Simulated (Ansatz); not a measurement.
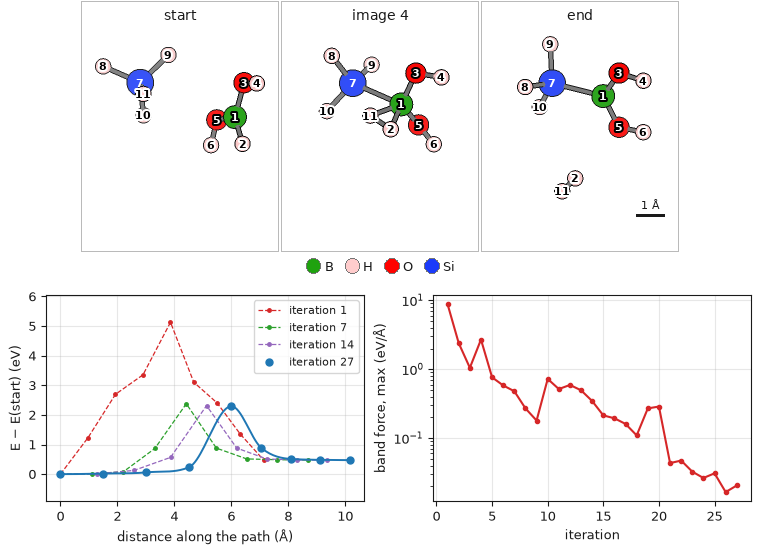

A nudged-elastic-band calculation for BSiH7O2, made up at the start of BH3O2 and SiH$_{4}$. Images are numbered from 0 (start) to 8 (end). The plot follows the band through its iterations. The picture is a ball-and-stick view, seen at a tilt.

Computed with RKS PBE-D4/6-31G* (Ansatz). Set-up: 7 movable images; climbing image; force threshold 0.03 eV/Å; iteration limit 60; starting path through a guess of the saddle point.

> Did the band converge, and can the barrier be trusted?

The result is final at these settings. The band converged in 27 iterations. The largest component of the band force went from 8.8 to 0.021 eV/Å. The climbing image converged on the top of the path. Its vibrational analysis gives one imaginary mode (1021i cm⁻¹), as a transition state must have. The first iteration put the highest image at 5.13 eV. Forward barrier 2.29 eV, backward barrier 1.82 eV, with image 4 at the top; the reaction energy is +0.47 eV.

Limits of the set-up: the start holds two separate molecules, 2.9 Å apart at their closest, whose relative position is a soft coordinate.

The run took 7.4 min on 1 thread of Arm Neoverse V2, on a shared host, peak memory 0.11 GiB.
